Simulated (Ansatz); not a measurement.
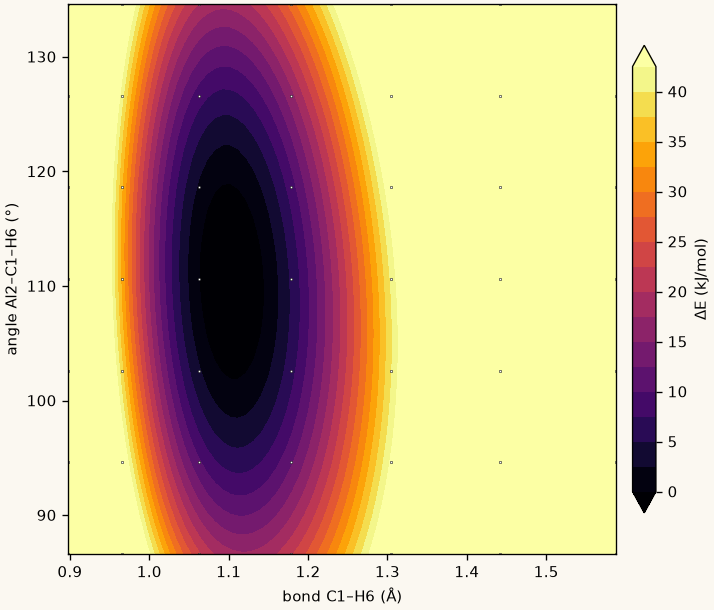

CH4AlCl, SMILES [CH3][AlH][Cl]. 
- Two internal coordinates are moved rigidly from the geometry relaxed at PBE0-D4/def2-TZVP, all others fixed.
- First axis: bond C1–H6. Second axis: angle Al2–C1–H6.
- The grid has 7 × 7 points.
- Points are written as (first, second).
- Energies are in kJ/mol, from the lowest grid point.
- These are results of RKS PBE-D4/def2-TZVPP (Ansatz), not measurements.

The picture shows filled contours, dots at the grid points, one colour for all values above the top of the scale. Between grid points the surface is interpolated.

> Estimate the position of the minimum and the force constants in these coordinates.

The interpolated minimum is at bond C1–H6 ≈ 1.102 Å, angle Al2–C1–H6 ≈ 110.4°. The curvatures there are about 31 eV/Å² and 2.5 eV/rad², with a cross term of about 0.94 eV/(Å·rad). Round the minimum the two coordinates are weakly coupled (coupling 0.11 in units of the two stiffnesses). (1 eV is 96.5 kJ/mol.)
